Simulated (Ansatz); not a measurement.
# BH2Cl (SMILES BCl): where methods fail along a bond

BH2Cl: 4 atoms, total charge 0, spin state singlet. SMILES: `BCl`. Geometry: relaxed at PBE0-D4/def2-TZVP.

```xyz
4

B    -0.1167    0.0217   -0.0753
Cl    1.3650   -0.3953    0.7212
H    -1.1062   -0.5595    0.2404
H    -0.0866    0.8728   -0.9066
```

The B1–Cl2 distance is scanned; the parts on either side stay rigid. Basis STO-3G, 6 core orbitals frozen in the correlated methods; program Ansatz 0.2.0. FCI is exact within this basis and core. Energies in eV from each method's value at 1.733 Å; methods without a U are spin-restricted. The shape above is that at 1.733 Å.

| distance (Å) | SVWN5 | r2SCAN | r2SCAN0 | wB97M-V | B2PLYP | CCSD(T) | FCI |
| --- | --- | --- | --- | --- | --- | --- | --- |
| 1.733 | 0.00 | 0.00 | 0.00 | 0.00 | 0.00 | 0.00 | 0.00 |
| 2.166 | 1.46 | 1.35 | 1.46 | 1.44 | 1.35 | 1.31 | 1.30 |
| 2.600 | 3.70 | 3.55 | 3.80 | 3.80 | 3.61 | 3.45 | 3.44 |
| 3.466 | 6.49 | 6.30 | 6.81 | 7.08 | 6.27 | 5.11 | 5.31 |
| 4.333 | 7.36 | 7.16 | 7.84 | 8.41 | 6.55 | 4.82 | 5.45 |

Departure from the FCI curve at its largest: SVWN5 +1.91 eV at 4.33 Å; r2SCAN +1.71 eV at 4.33 Å; r2SCAN0 +2.38 eV at 4.33 Å; wB97M-V +2.96 eV at 4.33 Å; B2PLYP +1.09 eV at 4.33 Å; CCSD(T) -0.63 eV at 4.33 Å. The curve of CCSD(T) turns over, which the reference doesn't. Restricted functionals keep the electrons paired too, and rise too high.

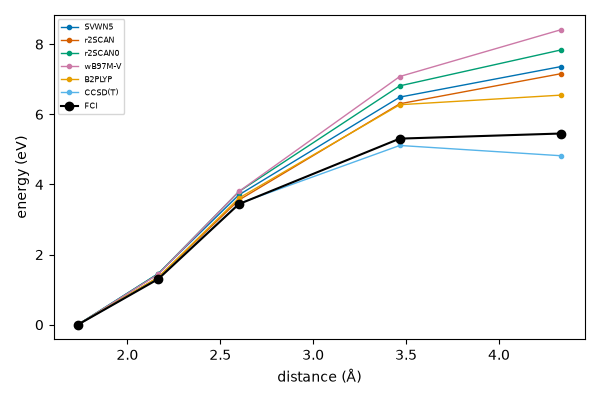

The curves of the table.
